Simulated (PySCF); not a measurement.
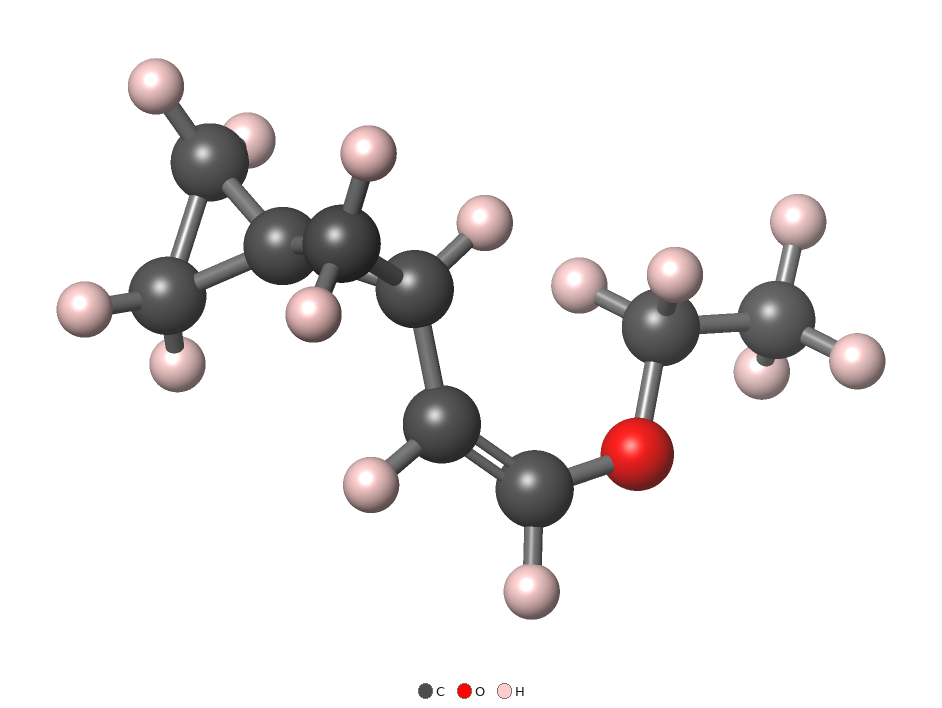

Computed geometry: PBE0-D3(BJ)/def2-SVP optimisation. No frequency run is at hand to confirm it as a minimum.

Give the structural formula.

SMILES: CCO/C=C\[C@@H]1CC12CC2

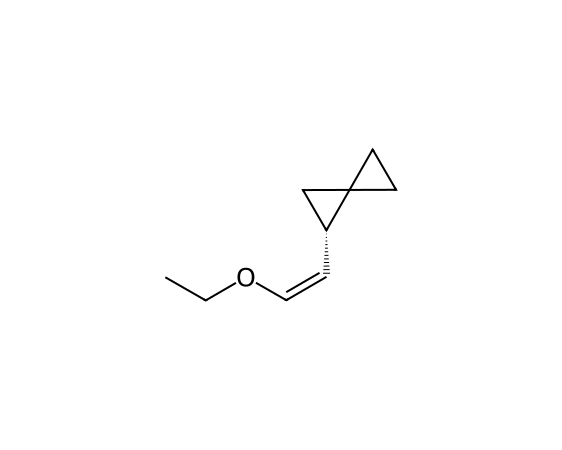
